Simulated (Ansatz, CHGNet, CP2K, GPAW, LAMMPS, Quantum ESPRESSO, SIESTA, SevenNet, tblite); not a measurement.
# CP2K on aqueous Cs+ and SO4 2-, 1.7 mol of salt per kg of water at 360 K (106 atoms): settings against a plane-wave reference

Wanted: CP2K inputs and outputs for aqueous Cs+ and SO4 2-, 1.7 mol of salt per kg of water at 360 K (106 atoms), checked against a plane-wave reference.

Program: CP2K 2026.2. Level of theory: the method is named at each step. Results are calculated unless marked as measured.

## 1. The structure

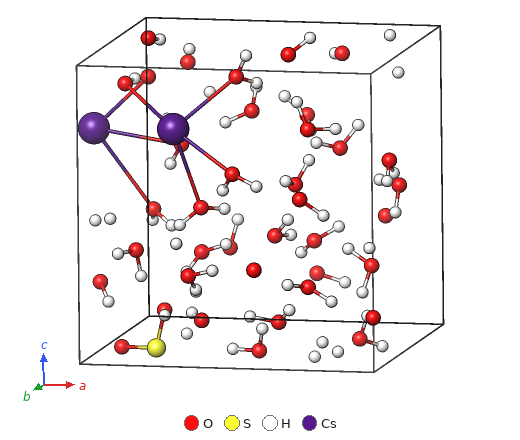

The starting structure, seen slightly off an axis (oxygen red, sulfur yellow, hydrogen white, caesium purple). Bonds to atoms that aren't drawn are left out. Some periodic images of atoms are drawn too.

The cell holds 106 atoms: 37 O, 1 S, 66 H and 2 Cs. Cell: a = 10.287 Å, b = 10.287 Å, c = 10.287 Å, α = 90.0°, β = 90.0°, γ = 90.0°. 33 H2O, 2 Cs+, 1 SO4 2- placed at random, at 1.46 g/cm³; overlaps pushed apart, then 10 ps at 420 K with Joung-Cheatham ions (J. Phys. Chem. B 112, 9020 (2008)); MMFF94 bonds, angles, torsions, charges and radii (Halgren, J. Comput. Chem. 17, 490 (1996)) in harmonic and 12-6 forms; SPC/E water (Berendsen, Grigera and Straatsma, J. Phys. Chem. 91, 6269 (1987)). Snapshot after 20 ps at 360 K and fixed volume.

The yardstick, on the same geometry:

* method: Kohn-Sham DFT, PBE, SSSP efficiency 1.3.0 pseudopotentials, plane waves (Quantum ESPRESSO 7.5); sssp-pbe-1.3.0-efficiency, cutoffs 60/480 Ry, Γ point
* r.m.s. force component: 0.6778 eV/Å
* longest force: 3.947 eV/Å
* pressure: 0.31 GPa
* gap (highest filled to lowest empty level): 4.14 eV
* time: 2.8 min on 2 MPI ranks of Arm Neoverse V2, shared host
* CPU time: 5.6 min

## 2. PBE, DZVP-UZH, 600/50 Ry, OT CG

Method: Kohn-Sham DFT, PBE, GTH-PBE pseudopotentials, Gaussian and plane waves, DZVP-MOLOPT (UZH set), orbital transformation.

The input, input.inp:

```
&GLOBAL
  PROJECT cell
  RUN_TYPE ENERGY_FORCE
  PRINT_LEVEL LOW
&END GLOBAL
&FORCE_EVAL
  METHOD QS
  STRESS_TENSOR ANALYTICAL
  &DFT
    BASIS_SET_FILE_NAME BASIS_MOLOPT_UZH
    POTENTIAL_FILE_NAME POTENTIAL_UZH
    &MGRID
      CUTOFF 600
      REL_CUTOFF 50
      NGRIDS 5
    &END MGRID
    &QS
      EPS_DEFAULT 1.0E-12
    &END QS
    &SCF
      SCF_GUESS ATOMIC
      EPS_SCF 1.0E-06
      MAX_SCF 30
      &OT
        MINIMIZER CG
        PRECONDITIONER FULL_ALL
        ENERGY_GAP 0.001
      &END OT
      &OUTER_SCF
        EPS_SCF 1.0E-06
        MAX_SCF 8
      &END OUTER_SCF
      &PRINT
        &RESTART OFF
        &END RESTART
      &END PRINT
    &END SCF
    &XC
      &XC_FUNCTIONAL PBE
      &END XC_FUNCTIONAL
    &END XC
    &PRINT
      &MULLIKEN ON
      &END MULLIKEN
      &LOWDIN ON
      &END LOWDIN
      &MO_CUBES
        NHOMO 1
        NLUMO 4
        WRITE_CUBE F
      &END MO_CUBES
    &END PRINT
  &END DFT
  &SUBSYS
    &CELL
      A 10.28660 0.00000 0.00000
      B 0.00000 10.28660 0.00000
      C 0.00000 0.00000 10.28660
    &END CELL
    &TOPOLOGY
      COORD_FILE_NAME structure.xyz
      COORD_FILE_FORMAT XYZ
    &END TOPOLOGY
    &KIND O
      BASIS_SET DZVP-MOLOPT-PBE-GTH-q6
      POTENTIAL GTH-PBE-q6
    &END KIND
    &KIND S
      BASIS_SET DZVP-MOLOPT-PBE-GTH-q6
      POTENTIAL GTH-PBE-q6
    &END KIND
    &KIND H
      BASIS_SET DZVP-MOLOPT-PBE-GTH-q1
      POTENTIAL GTH-PBE-q1
    &END KIND
    &KIND Cs
      BASIS_SET DZVP-MOLOPT-PBE-GTH-q9
      POTENTIAL GTH-PBE-q9
    &END KIND
  &END SUBSYS
  &PRINT
    &FORCES ON
    &END FORCES
    &STRESS_TENSOR ON
    &END STRESS_TENSOR
  &END PRINT
&END FORCE_EVAL
```

The input, structure.xyz:

```xyz
106

O 3.43254 8.34439 10.18764
S 2.11647 7.86935 0.23268
O 1.15519 8.89462 0.40797
O 1.72753 7.01947 9.42829
O 2.21831 7.04478 1.40371
O 5.87529 3.03115 5.17838
H 6.37718 3.07682 6.04214
H 5.34142 2.18611 5.14741
O 3.70379 0.10050 1.69821
H 3.60782 9.63392 1.04738
H 4.03811 10.03242 2.57144
O 5.29873 10.27261 4.16021
H 6.15015 0.09001 3.64619
H 5.50426 9.94714 5.08323
O 4.93613 5.34379 8.06984
H 4.12596 5.82201 7.73079
H 5.18784 5.70865 8.96621
O 2.38083 9.19437 5.23722
H 2.86739 8.60577 4.59163
H 2.57360 10.15246 5.02531
O 9.66704 3.67715 5.37228
H 9.17575 4.49298 5.67728
H 9.48023 3.51853 4.40277
O 3.34808 1.64442 5.24534
H 4.06753 1.15035 4.75714
H 3.22598 2.54768 4.83388
O 8.71738 1.10972 5.78590
H 9.07556 1.99807 5.49829
H 8.50311 0.55959 4.97871
O 8.29265 10.10946 3.33080
H 7.79745 0.30644 2.60909
H 9.21268 9.88378 3.01027
O 5.70701 0.42329 6.65399
H 5.32332 0.33339 7.57310
H 6.70275 0.49252 6.71386
O 2.88416 4.33704 4.51643
H 3.79956 4.73657 4.56550
H 2.28126 4.94734 4.00262
O 3.63240 7.42631 3.50660
H 4.31502 6.71520 3.67551
H 3.03146 7.14085 2.76010
O 5.52812 7.09673 0.10348
H 4.75529 7.71536 0.24482
H 5.45529 6.32317 0.73313
O 0.93227 5.73046 3.22547
H 0.15944 5.14505 2.98065
H 1.22493 6.24942 2.42229
O 7.85361 0.11336 0.17539
H 8.02056 9.42787 0.34018
H 8.64496 0.51382 10.00022
O 8.87857 4.55079 2.71700
H 8.13711 4.83717 3.32391
H 8.53850 4.49638 1.77814
O 7.49996 7.13005 3.95551
H 7.25987 8.06634 3.69906
H 8.36105 7.13417 4.46397
[... 46 atom lines left out ...]
H 3.99490 2.15556 9.43096
H 4.66826 3.46144 8.71830
Cs 0.16047 8.48912 7.84806
Cs 1.63351 3.04998 6.97987
```

Command:

```bash
OMP_NUM_THREADS=1 mpirun -np 4 cp2k.psmp -i input.inp > output.txt
```

Numbers of over 12 decimals in the logs are rounded to 6 here.

Log:

```text
CP2K| version string:                                       CP2K version 2026.2
 CP2K| Input file name                                                 input.inp
 GLOBAL| Basis set file name                                    BASIS_MOLOPT_UZH
 GLOBAL| Potential file name                                       POTENTIAL_UZH
 GLOBAL| Run type                                                   ENERGY_FORCE
 GLOBAL| Total number of message passing processes                             4
 GLOBAL| Number of threads for this process                                    1
 TOTAL NUMBERS AND MAXIMUM NUMBERS
  Total number of            - Atomic kinds:                                   4
                             - Atoms:                                        106
                             - Shell sets:                                   106
                             - Shells:                                       400
                             - Primitive Cartesian functions:                531
                             - Cartesian basis functions:                    892
                             - Spherical basis functions:                    852
  Maximum angular momentum of- Orbital basis functions:                        2
                             - Local part of the GTH pseudopotential:          2
                             - Non-local part of the GTH pseudopotential:      3
 SCF PARAMETERS         Density guess:                                    ATOMIC
                        max_scf:                                              30
                        eps_scf:                                        1.00E-06
                        Outer loop SCF in use
                        eps_scf                                         1.00E-06
                        max_scf                                                8
 Extrapolation method: initial_guess
 Number of electrons:                                                        312
[... lines left out ...]
  Step     Update method      Time    Convergence         Total energy    Change
[... lines left out ...]
  Hartree energy:                                             721.250061
  Exchange-correlation energy:                               -162.956691
  Total energy:                                              -683.241822
  outer SCF iter =    1 RMS gradient =   0.15E-03 energy =       -683.2418220211
  ----------------------------------- OT ---------------------------------------
  Minimizer      : CG                  : conjugate gradient
  Preconditioner : FULL_ALL            : diagonalization, state selective
  Precond_solver : DEFAULT
  Line search    : 2PNT                : 2 energies, one gradient
  stepsize       :    0.15000000                  energy_gap     :    0.00100000
  eps_taylor     :   0.10000E-15                  max_taylor     :             4
  ----------------------------------- OT ---------------------------------------
  Step     Update method      Time    Convergence         Total energy    Change
[...]
- OT LS       0.13E+00    1.1                     -683.2427569176
     4 OT CG       0.13E+00    2.9     0.00000231      -683.2427569682 -3.66E-07
     - OT LS       0.11E+00    1.1                     -683.2427570060
     5 OT CG       0.11E+00    2.9     0.00000045      -683.2427570071 -3.89E-08
  *** SCF run converged in     5 steps ***
  Electronic density on regular grids:       -312.0000000001       -0.0000000001
  Core density on regular grids:              311.9999999999       -0.0000000001
  Total charge density on r-space grids:       -0.0000000003
  Total charge density g-space grids:          -0.0000000003
  Overlap energy of the core charge distribution:               1.89674e-06
  Self energy of the core charge distribution:              -1738.746401
  Core Hamiltonian energy:                                    497.210691
  Hartree energy:                                             721.249702
  Exchange-correlation energy:                               -162.956752
  Total energy:                                              -683.242757
  outer SCF iter =    2 RMS gradient =   0.45E-06 energy =       -683.2427570071
  outer SCF loop converged in   2 iterations or   68 steps
 !-----------------------------------------------------------------------------!
                     Mulliken Population Analysis
 #  Atom  Element  Kind  Atomic population                           Net charge
       1     O        1          6.472487                             -0.472487
       2     S        2          5.483063                              0.516937
       3     O        1          6.461535                             -0.461535
[...]
# Total charge                            312.000000                 -0.000000
 !-----------------------------------------------------------------------------!
 LOWDIN POPULATION ANALYSIS
 #  Atom  Element  Kind  Atomic population                           Net charge
[...]
105     Cs       4          8.340557                              0.659443
     106     Cs       4          8.324135                              0.675865
 # Total charge                            312.000000                 -0.000000
  Eigenvalues of the occupied subspace spin            1
      -0.99406011     -0.84177132     -0.82219921     -0.81647989
      -0.78495870     -0.78188295     -0.77703364     -0.77592708
      -0.77150239     -0.76834912     -0.76796938     -0.76678667
[...]
-0.06762034     -0.06717722     -0.06580720     -0.06049485
 Fermi Energy [eV] :   -1.646148
  Using OT eigensolver for additional unoccupied orbitals spin            1
  Lowest Eigenvalues of the unoccupied subspace spin            1
 OT| Eigensolver reached convergence in 163 iterations
       0.09405097      0.14648527      0.15652151      0.15966948
 HOMO - LUMO gap [eV] :    4.205405
 ENERGY| Total FORCE_EVAL ( QS ) energy [hartree]           -683.242757
 FORCES| Atomic forces [hartree/bohr]
 FORCES|   Atom     x               y               z               |f|
 FORCES|      1  4.37574357E-02  5.64418877E-02 -1.02011406E-02   7.21419651E-02
 FORCES|      2  4.01255163E-02 -3.95421551E-02 -1.80378971E-02   5.91523864E-02
 FORCES|      3 -5.69818200E-02  6.42713380E-02  1.02946891E-02   8.65084580E-02
[...]
FORCES|    105 -2.69373390E-02  2.18116045E-02 -2.54602065E-02   4.30068418E-02
 FORCES|    106  9.39988212E-04 -4.17551479E-03  2.53364239E-03   4.97371545E-03
 FORCES| Sum    -2.18288139E-03 -2.36813860E-03  3.30267122E-03
 FORCES| Total atomic force                                       4.61309969E-03
 STRESS| Analytical stress tensor [bar]
 STRESS|                        x                   y                   z
 STRESS|      x        1.91194628988E+04  -5.06494562235E+03   2.30756746034E+03
 STRESS|      y       -5.06494562235E+03   4.79118969768E+03   4.72452741262E+03
 STRESS|      z        2.30756746034E+03   4.72452741262E+03   2.30745521860E+04
 STRESS| 1/3 Trace                                             1.56617349275E+04
```

Elapsed: 2.5 min, on 4 MPI ranks of Arm Neoverse V2, shared host; peak memory 2.7 GiB.

Banners, paths, timers and routine set-up lines are dropped from the logs unmarked, and long logs keep their key lines alone; longer cuts are marked.

Numbers from this run, and their distance from the reference:

| Item | Value |
| --- | --- |
| r.m.s. force component | 0.6677 eV/Å |
| r.m.s. difference of force components | 125.6 meV/Å |
| longest difference of force vectors | 569.8 meV/Å |
| force difference over r.m.s. force | 18.53 % |
| slope of forces against the reference's | 0.9681 |
| correlation of force components | 0.9827 |
| gap (highest filled to lowest empty level) | 4.205 eV |
| gap difference | 0.0654 eV |
| pressure | 1.566 GPa |
| pressure difference | 1.256 GPa |

Length of the force difference by element (eV/Å):

```
element  atoms   mean   most
     Cs      2   0.18   0.31
      H     66   0.17   0.23
      O     37   0.26   0.57
      S      1  0.099  0.099
```

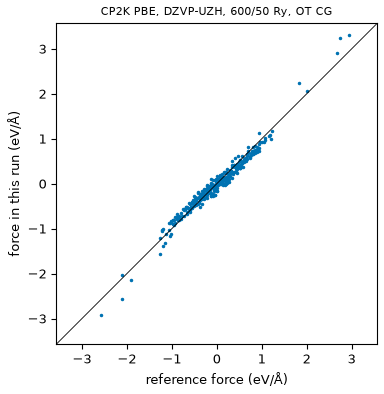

Force components against those of the reference; the line marks equality.

The surroundings of H29, picked at random, nearest first, numbered as they follow in the input and with coordinates relative to it.

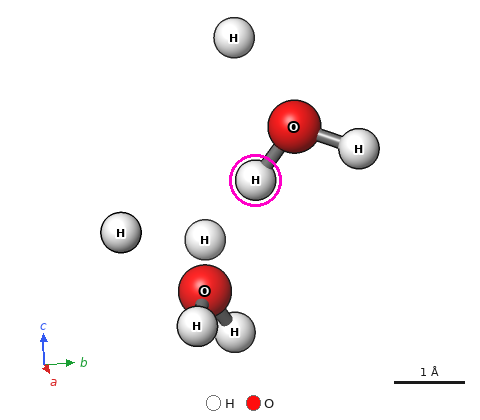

The atoms of the table, within 3.0 Å (arrows a, b, c point along x, y, z); some may hide others; the central atom is ringed.

```
atom      x      y      z  distance (Å)  bonds  Mulliken charge (e)     Fx     Fy  Fz (eV/Å)
 H29   0.00   0.00   0.00          0.00      1                 0.31   0.29   0.73       0.10
 O27   0.21   0.55   0.81          1.00      2                -0.62   0.08  -0.32       0.11
 H28   0.57   1.44   0.52          1.63      1                 0.27  -0.52  -0.71       0.24
 O30  -0.21  -0.74  -1.65          1.82      2                -0.61  -1.15   0.05      -0.26
 H32   0.71  -0.96  -1.97          2.30      1                 0.31   0.07   0.38      -0.20
 H31  -0.71  -0.25  -2.37          2.49      1                 0.27   1.03  -0.32       0.41
 H35  -1.80  -0.07   1.74          2.50      1                 0.29  -0.87  -0.05       0.25
 H13  -2.35  -0.47  -1.33          2.74      1                 0.29  -0.88  -0.03       0.93
 H64   2.00  -2.20  -0.28          2.98      1                 0.31   0.21  -1.03      -0.15
```

Forces lie 19 % from the reference's, at 1.8 times its CPU time (on 4 against 2 cores); the SCF took 68 steps, which the time reflects.

## 3. GFN1-xTB, OT DIIS

Method: GFN1-xTB tight binding (the program's own implementation), orbital transformation.

The input, input.inp:

```
&GLOBAL
  PROJECT cell
  RUN_TYPE ENERGY_FORCE
  PRINT_LEVEL LOW
&END GLOBAL
&FORCE_EVAL
  METHOD QS
  STRESS_TENSOR ANALYTICAL
  &DFT
    &QS
      METHOD XTB
      &XTB
        GFN_TYPE 1
        DO_EWALD T
        CHECK_ATOMIC_CHARGES F
      &END XTB
    &END QS
    &SCF
      SCF_GUESS ATOMIC
      EPS_SCF 1.0E-06
      MAX_SCF 30
      &OT
        MINIMIZER DIIS
        PRECONDITIONER FULL_SINGLE_INVERSE
      &END OT
      &OUTER_SCF
        EPS_SCF 1.0E-06
        MAX_SCF 8
      &END OUTER_SCF
      &PRINT
        &RESTART OFF
        &END RESTART
      &END PRINT
    &END SCF
    &PRINT
      &MULLIKEN ON
      &END MULLIKEN
      &MO_CUBES
        NHOMO 1
        NLUMO 4
        WRITE_CUBE F
      &END MO_CUBES
    &END PRINT
  &END DFT
  &SUBSYS
    &CELL
      A 10.28660 0.00000 0.00000
      B 0.00000 10.28660 0.00000
      C 0.00000 0.00000 10.28660
    &END CELL
    &TOPOLOGY
      COORD_FILE_NAME structure.xyz
      COORD_FILE_FORMAT XYZ
    &END TOPOLOGY
  &END SUBSYS
  &PRINT
    &FORCES ON
    &END FORCES
    &STRESS_TENSOR ON
    &END STRESS_TENSOR
  &END PRINT
&END FORCE_EVAL
```

structure.xyz is that of step 2.

Command:

```bash
OMP_NUM_THREADS=1 cp2k.psmp -i input.inp > output.txt
```

Log:

```text
CP2K| version string:                                       CP2K version 2026.2
 CP2K| Input file name                                                 input.inp
 GLOBAL| Basis set file name                                           BASIS_SET
 GLOBAL| Potential file name                                           POTENTIAL
 GLOBAL| Run type                                                   ENERGY_FORCE
 GLOBAL| Total number of message passing processes                             1
 GLOBAL| Number of threads for this process                                    1
                  #####   #####        #          ####### ######
                 #     # #     #      #              #    #     #
                 #     # #           #    ##   ##    #    #     #
[... lines left out ...]
 Number of electrons:                                                        296
[... lines left out ...]
  Step     Update method      Time    Convergence         Total energy    Change
[... lines left out ...]
  Total energy:                                              -214.339792
[... lines left out ...]
  Step     Update method      Time    Convergence         Total energy    Change
[... lines left out ...]
  *** SCF run converged in     4 steps ***
[... lines left out ...]
  Total energy:                                              -214.339793
[... lines left out ...]
  outer SCF loop converged in   2 iterations or   34 steps
[... lines left out ...]
       4     O          1                 6.523840                     -0.523840
[...]
105     Cs         4                -0.303592                      1.303592
     106     Cs         4                -0.241184                      1.241184
 # Total charge                         296.000000                     -0.000000
  Eigenvalues of the occupied subspace spin            1
      -0.78325413     -0.56558446     -0.55540477     -0.54573195
      -0.54237008     -0.53265774     -0.52804936     -0.52665907
      -0.52397112     -0.52067090     -0.51733036     -0.51667570
[...]
-0.22584988     -0.22327837     -0.21950072     -0.21605160
      -0.21407250     -0.21131295     -0.20971837     -0.20831804
 Fermi Energy [eV] :   -5.668622
 ENERGY| Total FORCE_EVAL ( QS ) energy [hartree]           -214.339793
 FORCES| Atomic forces [hartree/bohr]
 FORCES|   Atom     x               y               z               |f|
 FORCES|      1  4.28636045E-02  5.30181828E-02 -3.35146705E-03   6.82601540E-02
 FORCES|      2  1.50991841E-02 -3.97178333E-02 -4.34643192E-02   6.07835396E-02
 FORCES|      3 -4.10599120E-02  5.35305477E-02  1.59075845E-02   6.93144080E-02
[...]
FORCES|    105 -1.41324892E-02  1.05889053E-02  1.24870103E-02   2.16281666E-02
 FORCES|    106 -5.81808872E-03 -5.21390129E-03  5.31448184E-03   9.44873749E-03
 FORCES| Sum    -1.32185929E-15  8.05779055E-15 -1.27623606E-14
 FORCES| Total atomic force                                       1.51510115E-14
 STRESS| Analytical stress tensor [bar]
 STRESS|                        x                   y                   z
 STRESS|      x       -4.90588917781E+04  -2.28081537221E+03   1.28561702334E+04
 STRESS|      y       -2.28081537221E+03  -4.71361628260E+04   1.06668104672E+04
 STRESS|      z        1.28561702334E+04   1.06668104672E+04  -3.69101668440E+04
 STRESS| 1/3 Trace                                            -4.43684071493E+04
```

Elapsed: 5.4 s, on 1 thread; peak memory 0.36 GiB.

Numbers from this run, and their distance from the reference:

```
r.m.s. force component                  : 0.8671 eV/Å
r.m.s. difference of force components   : 409.2 meV/Å
longest difference of force vectors     : 1892 meV/Å
force difference over r.m.s. force      : 60.37 %
slope of forces against the reference's : 1.136
correlation of force components         : 0.8881
pressure                                : -4.437 GPa
pressure difference                     : -4.747 GPa
```

Against the first run (19 %), the force difference from the reference is 60 %, at 0.0090 times the CPU time (on 1 against 4 cores) (34 SCF steps against 68); the model has changed, so this is no error of the program alone.

(Part 1 of 3 ends here.)

[Also dropped from logs without a mark: logging warnings of Python, and SIESTA's first energy breakdown and zero terms.]

[Logs are printed without paths, hosts, clocks, repeated set-up lines and the standing remarks that a program may print on its own settings, such as how far it seeks lower states.]

[Hosts, paths, dates, database ids (printed as entryN), source tags and the programs' standing remarks are cut or masked in the printed files.]

[The MMFF94 radii named for the starting cell were scaled by 0.96; in molecules described by MMFF94, hydrogen bound to N, O or S took a small fixed 12-6 site in their place.]
